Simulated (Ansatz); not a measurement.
**Moving the knobs of a GW run on Na3MoO4Cl (P4/nmm)**

A base run on Na3MoO4Cl (P4/nmm), then changed inputs.

Method: G0W0 on PBE, plane waves, PAW; PAW set soft_1, in Ansatz 0.2.0.

## 1. The starting structure

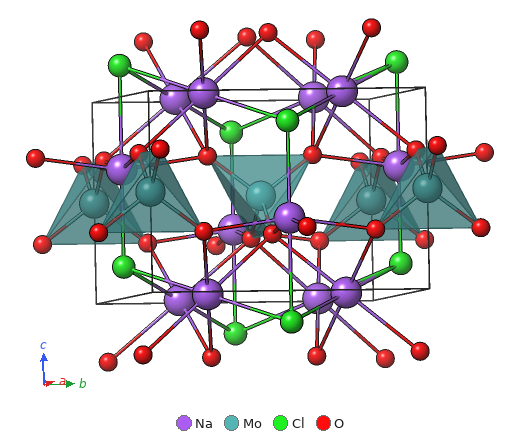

Start, viewed slightly off an axis; sodium purple, molybdenum teal, chlorine green, oxygen red. Some periodic images of atoms are drawn too.

Geometry: measured cell, ions relaxed with PBE. The runs that relaxed it are not among those shown.

## 2. The base run: 2×2×2 mesh, 469 empty bands, screening to 78 eV, PAW set soft_1 files

Now the one-shot GW correction: screening in the RPA, then the self-energy of the levels asked for. This step takes PAW set soft_1 files.

File input.yaml:

```yaml
crystal:
  lattice:
    - [7.4942, 0.0, 0.0]
    - [0.0, 7.4942, 0.0]
    - [0.0, 0.0, 5.3409]
  atoms:
    - { symbol: Na, position: [0.75, 0.75, 0.0] }
    - { symbol: Na, position: [0.75, 0.25, 0.0] }
    - { symbol: Na, position: [0.25, 0.25, 0.0] }
    - { symbol: Na, position: [0.25, 0.75, 0.0] }
    - { symbol: Na, position: [0.5, 0.0, 0.6389095619] }
    - { symbol: Na, position: [0.0, 0.5, 0.3610904381] }
    - { symbol: Mo, position: [0.0, 0.0, 0.5] }
    - { symbol: Mo, position: [0.5, 0.5, 0.5] }
    - { symbol: Cl, position: [0.5, 0.0, 0.155433647] }
    - { symbol: Cl, position: [0.0, 0.5, 0.844566353] }
    - { symbol: O, position: [0.810272275, 0.0, 0.7004856242] }
    - { symbol: O, position: [0.5, 0.310272275, 0.7004856242] }
    - { symbol: O, position: [0.189727725, 0.0, 0.7004856242] }
    - { symbol: O, position: [0.5, 0.689727725, 0.7004856242] }
    - { symbol: O, position: [0.310272275, 0.5, 0.2995143758] }
    - { symbol: O, position: [0.0, 0.189727725, 0.2995143758] }
    - { symbol: O, position: [0.689727725, 0.5, 0.2995143758] }
    - { symbol: O, position: [0.0, 0.810272275, 0.2995143758] }
kpoints:
  mp_grid: { grid: [2, 2, 2] }
hamiltonian:
  xc: pbe
  pseudopotentials: { kind: paw, azcp: { folder: soft_1 } }
scf:
  occupations: { method: fixed }
gw:
  n_empty_bands: 469
  ecut_chi: 78
  qp_bands: [v4, c4]
  qp_kpoints: band_edges
  screening: { model: contour_deformation }
```

The run is started by

```
> ansatz run input.yaml --threads 2 --pin off --max-ram 92160MiB --backend cuda --events-out ev --progress --plain --runs-dir out --devices 1 --max-vram 13GiB
```

Numbers of over 12 decimals in the logs are rounded to 6 here.

The log of the run:

```text
GPUs: using 1 of 1 available (devices: 1).
Engine: ansatz 0.2.0, x86_64-unknown-linux-gnu
Pseudopotentials: kind: paw
Pseudopotential: Na, paw, valence charge 9, recommended cutoff 420 eV (normal), soft_1/Na.paw.azcp
Pseudopotential: Mo, paw, valence charge 14, recommended cutoff 420 eV (normal), soft_1/Mo.paw.azcp
Pseudopotential: Cl, paw, valence charge 7, recommended cutoff 420 eV (normal), soft_1/Cl.paw.azcp
Pseudopotential: O, paw, valence charge 6, recommended cutoff 420 eV (normal), soft_1/O.paw.azcp
Functional definition: PBE
  parameter kappa = 0.804
  parameter beta = 0.066725
  exchange = pbe_x(kappa = kappa, mu = beta*pi^2/3)
  correlation = pbe_c(beta = beta)
device memory: the entry about to start is reckoned to put 3.2 GiB on a device that reports 55.6 GiB free (of which the cap on the GPU budget leaves the run 13.0 GiB)
GPU FFT provider: cuFFT
GPU libraries: cuBLAS 13.8.2, cuFFT 12.4.0, cuSOLVER 12.3.4
Crystal: 18 atoms, lattice volume = 299.961 Å³
Basis set: ecut = 420 eV, 5889 PW (Γ)
Bands: 90, of which v1, the nominal top of the filled ones, is band 72 counted from 1 (71 counted from 0)
Symmetry: 16 space group operations
Space group: P4/nmm (ITA 129), of the structure as read, at distance tolerance 6.7e-5 Å
k-points: 6 of 8
Non-local potential: Na, projectors of the file, l = 0: 3, l = 1: 2, l = 2: 1
Non-local potential: Mo, projectors of the file, l = 0: 3, l = 1: 2, l = 2: 2, l = 3: 1
Non-local potential: Cl, projectors of the file, l = 0: 2, l = 1: 2, l = 2: 1
Non-local potential: O, projectors of the file, l = 0: 2, l = 1: 2, l = 2: 1
PAW form: soft (Blöchl's): semilocal exchange-correlation on the pseudo side does not see the compensation charge
PAW one-centre angular grid: Na, 110 points (default); XC on 64 Gauss nodes
PAW one-centre angular grid: Mo, 590 points (default); XC on 64 Gauss nodes
PAW one-centre angular grid: Cl, 110 points (default); XC on 64 Gauss nodes
PAW one-centre angular grid: O, 110 points (default); XC on 64 Gauss nodes
Initial density: superposition of atomic densities (chi_scale 0.1, normalization cell, long waves kept (reshape's long-wave potential 0.04 eV rms))
Initial wavefunctions: pseudopotential atomic-orbital guess
GPU buffer pool allocated for 104976 grid points (all kernels)
GPU transforms: local potential and band sums: pruned to the plane-wave sphere, on 54×54×36
Functional: x = pbe(κ = 0.804, μ = 0.219515), c = pbe(β = 0.066725)
SCF iter   1: F=—  HF=-25559.553613 eV  |F-HF|=—  |Δ(HF+E_count)|=         —  Δρ=1.02e-1  dr2=4.77e1  ethr=3.10e-3  ⟨swp⟩=5.2  Hψ=1676  notcnv=0  defer=81
preconditioner: auto → Resta (q_TF=auto, 2.414 Å⁻¹)  ε∞=3.4  [insulator: Δε(μ)=4.501 eV  Ē_g=12.456 eV  n_scr=68 (ndim 8)  ℏωp=19.2 eV  f_vac=0.000  ε∞_Penn≈3.4]
[...]
NSCF: frozen V_eff on 6 k-points
G₀W₀ screening: q 1/6
[... further progress lines ...]
SCF converged after 10 iterations
Free energy (F): -25545.998694 eV
Harris-Foulkes:  -25545.998694 eV  (|F-HF|=1.63e-8)
Internal energy: -25545.998694 eV  (E = F + TS)
E sigma→0 (E₀):  -25545.998694 eV
Fermi energy:    2.404630 eV
--- Per-component energies (eV) ---
  E_band       = -2012.127257
  E_kinetic    = 3175.452936
  E_local      = -15695.090956  (includes V_loc(G=0)·N_el)
  E_nonlocal   = 2440.895023
  E_hartree    = 5506.478540
  E_xc         = -1364.127100
  E_vxc        = -1689.894390  (∫ρ·V_xc dr)
  E_paw        = -10797.908463  (= ΣΔE_a)
  E_vpaw       = -1256.460066  (= ΣTr[D̂ρ^β])
  E_aug_tail   = 0.006583  (compensation charges beyond the density's cutoff)
  E_ewald      = -8811.705256
  E_smearing   = -0.000000  (= −TS)
  E_closure    = -0.000000  (closes the sum)
  Σ components = -25545.998694   (vs F -25545.998694, Δ=0.00e0)
--- Band table (eV; the first three rows and the last of 6) ---
  k-point 0: bands = [... 68 lower, 2.1116, 2.2575, 2.2575, 2.3814, 6.7179, 6.7808, 7.0833, 7.2314, ... 14 higher]
  k-point 1: bands = [... 68 lower, 2.3244, 2.3610, 2.4018, 2.4018, 6.9024, 7.1384, 7.2570, 7.3678, ... 14 higher]
  k-point 2: bands = [... 68 lower, 2.2592, 2.2592, 2.3046, 2.3046, 6.9603, 6.9603, 6.9961, 6.9961, ... 14 higher]
  k-point 5: bands = [... 68 lower, 2.1889, 2.1889, 2.4046, 2.4046, 7.0367, 7.0367, 7.3338, 7.3338, ... 14 higher]
--- G₀W₀: contour deformation, 6 samples at zero and on the imaginary axis and 0 off it, 8 q-points, 469 empty bands' worth ---
  eigenvalues of the whole cell's RPA ε∞ on this k-mesh (on a slab, of 1 + 4πα/V) = 2.5224, 2.5224, 2.5462; static W/v taken at q = 0 is 0.394742
  bands read: the sum over 541 bands ends inside a degenerate multiplet in 6 slots, whose members it reads at an even weight; the widest, k=0: bands 541 to 542 (counted from 1) at 1/2 each
  gw.qp_kpoints: band_edges: 6 of 6 stored k-points solved, in 1 pass; an edge of the gap read off the rows below is read off those points alone
    ik  band        ε_KS         Σx   Σc(E_QP)       V_xc       Z   E_QP_lin       E_QP  E_QP is
     0    69      2.1116   -24.8436     4.3543   -19.4937  0.7521     1.1002     1.1160  root
     0    70      2.2575   -24.8345     4.2406   -19.6012  0.7553     1.2499     1.2649  root
     0    71      2.2575   -24.8345     4.2406   -19.6012  0.7553     1.2499     1.2649  root
     0    72      2.3814   -25.2493     4.2672   -20.0717  0.7531     1.4588     1.4710  root
     0    73      6.7179   -15.2369    -3.6469   -20.9371  0.7979     8.8158     8.7712  root
     0    74      6.7808   -13.1552    -3.5268   -18.4947  0.8102     8.6257     8.5935  root
     0    75      7.0833   -15.1374    -3.6292   -20.8131  0.7971     9.1757     9.1298  root
     0    76      7.2314   -16.7338    -3.5713   -22.5231  0.7850     9.5083     9.4495  root
[...]
5    73      7.0367   -16.1392    -3.6181   -21.9055  0.7905     9.2373     9.1850  root
     5    74      7.0367   -16.1392    -3.6181   -21.9055  0.7905     9.2373     9.1850  root
     5    75      7.3338   -16.7401    -3.5400   -22.5020  0.7868     9.6132     9.5557  root
     5    76      7.3338   -16.7401    -3.5400   -22.5020  0.7868     9.6132     9.5557  root
```

Run time: 20 s. Hardware: 1 × NVIDIA H100 80GB HBM3 (shared by 6 runs) with 2 threads of AMD EPYC 7R13 (Zen 3), shared host; peak memory 1.6 GiB; 29 s of CPU time.

Numbers from this step:

- bands summed: 541
- RPA ε∞ on this mesh (eigenvalues): 2.522, 2.522, 2.546
- plane waves in the screening matrix: 487
- q-points in the mesh: 8
- G0W0 gap on the mesh: 7.106 eV
- k of the valence top: -0.5, -0.5, -0.5
- k of the conduction bottom: 0, 0, 0
- starting gap on the mesh: 4.313 eV
- Z at the valence top: 0.7526
- Z at the conduction bottom: 0.8102
- least direct G0W0 gap on the computed points: 7.123 eV

The gap on the mesh goes from 4.31 eV to 7.11 eV, a correction of +2.79 eV, though a band edge has moved to another state.

## 3. Variant: static remainder

This step: G0W0 on PBE, plane waves, norm-conserving pseudopotentials.

Changes to input.yaml since step 2:

```diff
@@ -28,3 +28,3 @@
   xc: pbe
-  pseudopotentials: { kind: paw, azcp: { folder: soft_1 } }
+  pseudopotentials: { kind: nc }
 scf:
@@ -32,4 +32,4 @@
 gw:
-  n_empty_bands: 469
-  ecut_chi: 78
+  n_empty_bands: 316
+  ecut_chi: 100
   qp_bands: [v4, c4]
@@ -37 +37,2 @@
   screening: { model: contour_deformation }
+  static_remainder: true
```

The log of the run:

```text
Warning: gw takes pair_densities: pseudo, which can misplace gaps by tens of per cent, since gw.static_remainder lacks the terms of the atoms
GPUs: using 1 of 1 available (devices: 1).
[...]
GPU FFT provider: cuFFT
GPU libraries: cuBLAS 13.8.2, cuFFT 12.4.0, cuSOLVER 12.3.4
Crystal: 18 atoms, lattice volume = 299.961 Å³
Basis set: ecut = 1240 eV, 29807 PW (Γ)
Bands: 90, of which v1, the nominal top of the filled ones, is band 72 counted from 1 (71 counted from 0)
Symmetry: 16 space group operations
[...]
k-points: 6 of 8
[...]
GPU buffer pool allocated for 518400 grid points (all kernels)
[...]
SCF iter   1: F=—  HF=-15925.797073 eV  |F-HF|=—  |Δ(HF+E_count)|=         —  Δρ=1.13e-1  dr2=4.99e1  ethr=3.10e-3  ⟨swp⟩=5.2  Hψ=1822  notcnv=0  defer=85
[...]
SCF iter  10: F=-15910.599597 eV  HF=-15910.599597 eV  |F-HF|=1.64e-8  |Δ(HF+E_count)|=   2.48e-7  Δρ=2.67e-6  dr2=1.49e-8  ethr=6.94e-11  ⟨swp⟩=14.5  Hψ=2834  notcnv=0
SCF 1 converged in 10 iterations: F = -15910.599597 eV  dr2 = 1.49e-8
[...]
NSCF: frozen V_eff on 6 k-points
[...]
G₀W₀ screening: q 1/6
[... further progress lines ...]
SCF converged after 10 iterations
Free energy (F): -15910.599597 eV
[...]
Internal energy: -15910.599597 eV  (E = F + TS)
E sigma→0 (E₀):  -15910.599597 eV
Fermi energy:    2.438968 eV
[...]
--- Band table (eV; the first three rows and the last of 6) ---
  k-point 0: bands = [... 68 lower, 2.1473, 2.2925, 2.2925, 2.4147, 6.7489, 6.8142, 7.1163, 7.2626, ... 14 higher]
  k-point 1: bands = [... 68 lower, 2.3616, 2.3944, 2.4364, 2.4364, 6.9334, 7.1700, 7.2879, 7.3995, ... 14 higher]
  k-point 2: bands = [... 68 lower, 2.2963, 2.2963, 2.3387, 2.3387, 6.9914, 6.9914, 7.0289, 7.0289, ... 14 higher]
  k-point 5: bands = [... 68 lower, 2.2242, 2.2242, 2.4390, 2.4390, 7.0681, 7.0681, 7.3656, 7.3656, ... 14 higher]
[...]
static-remainder magnitude (band-truncation diagnostic): 1.2665 eV
[...]
0    69      2.1473   -24.1473     4.0636   -18.8571  0.7497     0.8959     0.9207  root
     0    70      2.2925   -24.0695     3.9463   -18.8809  0.7528     1.0260     1.0503  root
     0    71      2.2925   -24.0695     3.9463   -18.8809  0.7528     1.0260     1.0503  root
     0    72      2.4147   -24.5703     3.9589   -19.4496  0.7505     1.2323     1.2530  root
     0    73      6.7489   -12.7727    -3.9393   -18.3221  0.7961     8.3848     8.3589  root
     0    74      6.8142   -11.0834    -3.7839   -16.2963  0.8084     8.2622     8.2432  root
     0    75      7.1163   -12.7290    -3.9337   -18.2715  0.7951     8.7518     8.7250  root
     0    76      7.2626   -14.2240    -3.9131   -19.8868  0.7827     9.0464     9.0124  root
[...]
5    73      7.0681   -13.6211    -3.9402   -19.2506  0.7884     8.7877     8.7574  root
     5    74      7.0681   -13.6211    -3.9402   -19.2506  0.7884     8.7877     8.7574  root
     5    75      7.3656   -14.2208    -3.8858   -19.8566  0.7845     9.1488     9.1157  root
     5    76      7.3656   -14.2208    -3.8858   -19.8566  0.7845     9.1488     9.1157  root
```

The job ended after 22 s (1 × NVIDIA H100 80GB HBM3 (shared by 6 runs) with 2 threads; peak memory 2.7 GiB; 33 s of CPU time).

Against the base:

| setting | base | variant |
| --- | --- | --- |
| files | PAW set soft_1 | norm-conserving |
| empty bands | 469 | 316 |
| screening cutoff (eV) | 78 | 100 |
| static remainder | - | true |

| quantity | variant | base |
| --- | --- | --- |
| starting gap on the mesh | 4.310 | 4.313 |
| G0W0 gap on the mesh | 6.973 | 7.106 |
| least direct G0W0 gap on the computed points | 6.990 | 7.123 |
| Z at the valence top | 0.750 | 0.753 |
| Z at the conduction bottom | 0.808 | 0.810 |

## 4. Variant: low screening cutoff

This step: G0W0 on PBE, plane waves, PAW; PAW set soft_1.

Changes to input.yaml since step 3:

```diff
@@ -28,3 +28,3 @@
   xc: pbe
-  pseudopotentials: { kind: nc }
+  pseudopotentials: { kind: paw, azcp: { folder: soft_1 } }
 scf:
@@ -32,4 +32,4 @@
 gw:
-  n_empty_bands: 316
-  ecut_chi: 100
+  n_empty_bands: 895
+  ecut_chi: 55
   qp_bands: [v4, c4]
@@ -37,2 +37 @@
   screening: { model: contour_deformation }
-  static_remainder: true
```

The log of the run:

```text
GPUs: using 1 of 1 available (devices: 1).
[...]
GPU FFT provider: cuFFT
GPU libraries: cuBLAS 13.8.2, cuFFT 12.4.0, cuSOLVER 12.3.4
Crystal: 18 atoms, lattice volume = 299.961 Å³
Basis set: ecut = 420 eV, 5889 PW (Γ)
Bands: 90, of which v1, the nominal top of the filled ones, is band 72 counted from 1 (71 counted from 0)
Symmetry: 16 space group operations
[...]
k-points: 6 of 8
[...]
GPU buffer pool allocated for 104976 grid points (all kernels)
[...]
SCF iter   1: F=—  HF=-25559.553613 eV  |F-HF|=—  |Δ(HF+E_count)|=         —  Δρ=1.02e-1  dr2=4.77e1  ethr=3.10e-3  ⟨swp⟩=5.2  Hψ=1676  notcnv=0  defer=81
[...]
SCF iter  10: F=-25545.998694 eV  HF=-25545.998694 eV  |F-HF|=1.63e-8  |Δ(HF+E_count)|=   2.12e-7  Δρ=2.38e-6  dr2=2.72e-8  ethr=6.94e-11  ⟨swp⟩=11.5  Hψ=2185  notcnv=0
SCF 1 converged in 10 iterations: F = -25545.998694 eV  dr2 = 2.72e-8
[...]
G₀W₀ screening: q 1/6
[... further progress lines ...]
SCF converged after 10 iterations
Free energy (F): -25545.998694 eV
[...]
Internal energy: -25545.998694 eV  (E = F + TS)
E sigma→0 (E₀):  -25545.998694 eV
Fermi energy:    2.404630 eV
[...]
--- Band table (eV; the first three rows and the last of 6) ---
  k-point 0: bands = [... 68 lower, 2.1116, 2.2575, 2.2575, 2.3814, 6.7179, 6.7808, 7.0833, 7.2314, ... 14 higher]
  k-point 1: bands = [... 68 lower, 2.3244, 2.3610, 2.4018, 2.4018, 6.9024, 7.1384, 7.2570, 7.3678, ... 14 higher]
  k-point 2: bands = [... 68 lower, 2.2592, 2.2592, 2.3046, 2.3046, 6.9603, 6.9603, 6.9961, 6.9961, ... 14 higher]
  k-point 5: bands = [... 68 lower, 2.1889, 2.1889, 2.4046, 2.4046, 7.0367, 7.0367, 7.3338, 7.3338, ... 14 higher]
[...]
0    69      2.1116   -24.8436     4.2760   -19.4937  0.7565     1.0191     1.0377  root
     0    70      2.2575   -24.8345     4.1687   -19.6012  0.7598     1.1756     1.1931  root
     0    71      2.2575   -24.8345     4.1687   -19.6012  0.7598     1.1756     1.1931  root
     0    72      2.3814   -25.2493     4.1884   -20.0717  0.7578     1.3775     1.3922  root
     0    73      6.7179   -15.2369    -3.7195   -20.9371  0.8017     8.7396     8.6986  root
     0    74      6.7808   -13.1552    -3.6136   -18.4947  0.8133     8.5355     8.5066  root
     0    75      7.0833   -15.1374    -3.7103   -20.8131  0.8009     9.0906     9.0487  root
     0    76      7.2314   -16.7338    -3.6429   -22.5231  0.7895     9.4321     9.3779  root
[...]
5    73      7.0367   -16.1392    -3.6917   -21.9055  0.7946     9.1594     9.1113  root
     5    74      7.0367   -16.1392    -3.6917   -21.9055  0.7946     9.1594     9.1113  root
     5    75      7.3338   -16.7401    -3.6197   -22.5020  0.7912     9.5287     9.4760  root
     5    76      7.3338   -16.7401    -3.6197   -22.5020  0.7912     9.5287     9.4760  root
```

Elapsed: 27 s, on 1 × NVIDIA H100 80GB HBM3 (shared by 6 runs) with 2 threads; peak memory 2 GiB.

Against the base:

| setting | base | variant |
| --- | --- | --- |
| empty bands | 469 | 895 |
| screening cutoff (eV) | 78 | 55 |

| quantity | variant | base |
| --- | --- | --- |
| starting gap on the mesh | 4.313 | 4.313 |
| G0W0 gap on the mesh | 7.097 | 7.106 |
| least direct G0W0 gap on the computed points | 7.114 | 7.123 |
| Z at the valence top | 0.757 | 0.753 |
| Z at the conduction bottom | 0.813 | 0.810 |

## 5. Results

| Quantity | Value |
| --- | --- |
| base | 7.11 eV, 20 s |
| static remainder | 6.97 eV, 22 s |
| low screening cutoff | 7.10 eV, 27 s |

Static remainder: the gap moves by −0.13 eV (the plane-wave cutoff goes from 420 to 1240 eV); such settings are too crude to quote. The variant differs from the base in files, empty bands, screening cutoff and static remainder together, so the change can't be laid to one of them. This option needs pseudo pair densities, which the log warns can misplace gaps. Low screening cutoff: the gap moves by −0.01 eV; such settings are too crude to quote. The variant differs from the base in empty bands and screening cutoff together, so the change can't be laid to one of them. All runs here use a coarse mesh and modest cutoffs; they test settings and are not final values. The 2×2×2 mesh is coarse for this cell (its supercell is 11 Å along the shortest edge). The RPA ε∞ on it, from the PBE start, is 2.52 and 2.55; such meshes misread the long-range screening, most where the gap is narrow. The many-body steps are scalar-relativistic: spin-orbit coupling is not in them.

[Paths, hosts, dates, memory and timing lines, banners, echoed tables and standing remarks are left out of the program output.]

[Logs are printed without paths, hosts, clocks, repeated set-up lines and the standing remarks that a program may print on its own settings, such as how far it seeks lower states.]

[Runs of the session that timed out or met a known fault of the program may be left out.]

[Cells called generated may have been cut or substituted from an entry of the Crystallography Open Database or the Materials Project.]

[Hosts, paths, dates, database ids (printed as entryN), source tags and the programs' standing remarks are cut or masked in the printed files.]
